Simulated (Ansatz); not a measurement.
**ClFH3HfN···HCl: density, localisation and related maps**

The calculation's input:

```
crystal:
  periodic: [false, false, false]
  atoms:
    - { symbol: Hf, position_ang: [0.0, 0.0, 0.0] }
    - { symbol: Cl, position_ang: [0.0, 0.0, 2.87] }
    - { symbol: F, position_ang: [1.8671, 0.0, -0.6593] }
    - { symbol: Cl, position_ang: [-1.1869, 2.0563, -0.8392] }
    - { symbol: "N", position_ang: [-1.0409, -1.8034, -0.7359] }
    - { symbol: H, position_ang: [-1.5759, -2.4197, -0.0595] }
    - { symbol: H, position_ang: [-1.0055, -2.0526, -1.7656] }
    - { symbol: H, position_ang: [-2.0403, 0.0065, 0.6779] }
    - { symbol: H, position_ang: [-1.6936, 0.0054, 1.7104] }
basis:
  gaussian: { orbitals: def2-SVP }
hamiltonian:
  xc: r2scanh
  dispersion: d4
relax:
  f_tol: 0.15
  max_steps: 25
  restrain:
    - { distance: [0, 7], at: 1.85, k: 30.0 }
    - { distance: [8, 1], at: 1.37, k: 30.0 }
    - { distance: [0, 1], at: 3.72, k: 30.0 }
    - { distance: [8, 7], at: 1.86, k: 30.0 }
output:
  orbitals: {}
```

Launched as:

```sh
ansatz run input.yaml --threads 4 --pin off --max-ram 5120MiB --backend cpu --events-out ev --progress --plain --runs-dir out
```

The fields are those of the run's last geometry, not of the input's.

Core potentials replace the inner electrons of Hf; not at a stationary point (largest force 1.0 eV/Å).

The calculation used RKS r2SCANh-D4/def2-SVP in Ansatz.

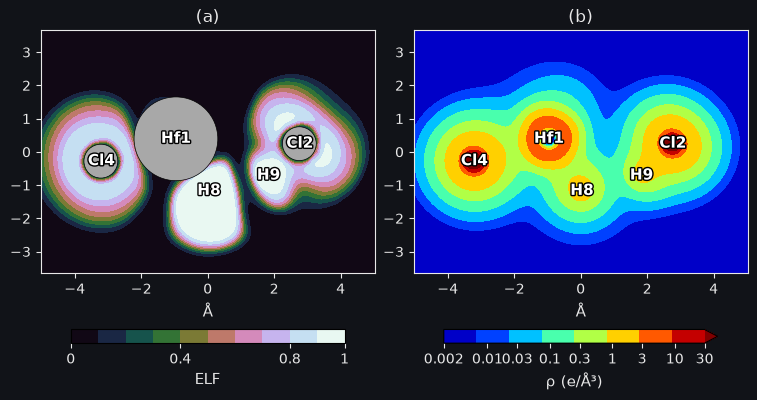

Figure 1. (a) ELF; (b) electron density on the plane of atoms Cl4, Hf1 and H8. Grey discs cover the atomic cores in the ELF map.

Describe what can be read from this map.

Answer. The section cuts through Hf, Cl and H sites.
H8···H9 (1.86 Å): the density falls to about 0.13 e/Å³ on the way; the ELF dips to about 0.15 between them.
Hf–Cl (2.36 Å): ρ at the midpoint is about 0.56 e/Å³; the ELF peaks at about 0.85 in the valence shell of Cl, 0.8 Å from its nucleus, and is about 0.35 at the midpoint.
Cl–H (1.34 Å): ρ is about 1.8 e/Å³ halfway; the ELF climbs to about 1 towards the hydrogen, as it does in any bond to H: an ordinary covalent bond to hydrogen.
Hf–H (1.85 Å): ρ at the midpoint is about 0.92 e/Å³; the ELF climbs to about 1 towards the hydrogen.
The ELF also peaks beside Cl2, away from the bonds: lone-pair regions.

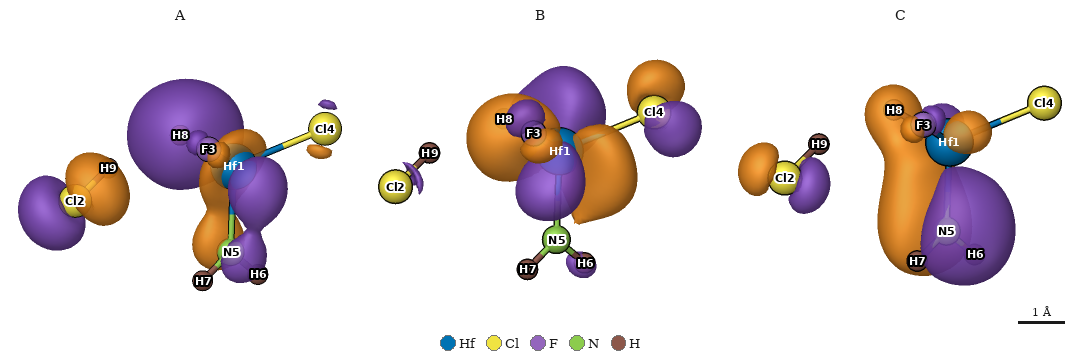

Figure 2. Three frontier orbitals at ±0.1 Å⁻³ᐟ² (orange and purple are the two phases), in no order.

Order the three orbitals by energy and name them.

Answer. A is the HOMO−1 (−8.37 eV). It lies mainly on H8 (about 40 %), Hf1 (about 30 %) and Cl2 (about 20 %). C is the HOMO (−7.81 eV). Its weight (Hirshfeld) is mainly on N5 (about 60 %) and Hf1 (about 15 %). B is the LUMO (−1.80 eV). Its weight (Hirshfeld) is mainly on Hf1 (about 75 %) and Cl4 (about 10 %).

What is the HOMO–LUMO gap?

Answer. 6.01 eV between the orbital energies.

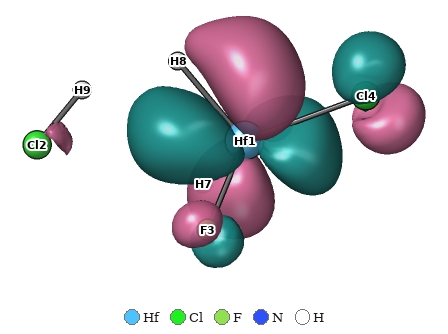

Figure 3. The LUMO at ±0.1 Å⁻³ᐟ² (teal and pink are the two phases), seen from one side.

What is the character of this orbital?

Answer. It lies mainly on Hf1 (about 75 %) and Cl4 (about 10 %). Its energy is −1.80 eV.
